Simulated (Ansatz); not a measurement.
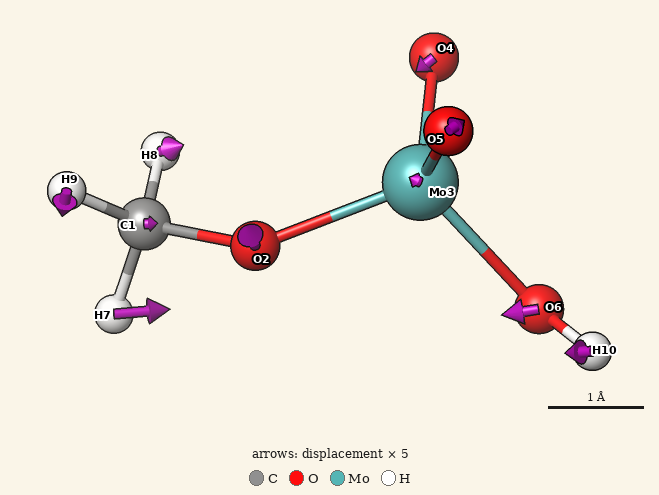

A relaxation of CH₄MoO₄. The starting structure is drawn; purple arrows show the displacements, 5 times their true length. The two geometries are superimposed by the best rigid fit.

Style: ball-and-stick. Shown at a tilt.

The start comes from PBE-D4/def2-SVP.

The calculation used Ansatz, RKS PBE0-D4/def2-TZVP. Settings: force threshold 0.005 eV/Å; at most 150 steps.

**What did the optimiser do to the structure, and how much energy did it gain?**

H7 moves most after the best rigid fit: 0.12 Å. By element the largest moves are H 0.12 Å, O 0.10 Å, C 0.03 Å, Mo 0.03 Å. Near-neighbour distances that change, for instance: Mo3–O4 1.701 → 1.678 Å, O2–Mo3 1.865 → 1.847 Å, C1–H7 1.111 → 1.093 Å, Mo3–O6 1.890 → 1.875 Å. Bond angles that change, for instance: C1–O2–Mo3 138.1° → 135.3°. After 12 geometry steps the energy has fallen by 6.75 kJ/mol. The largest force component goes from 1.1 to 0.0022 eV/Å.
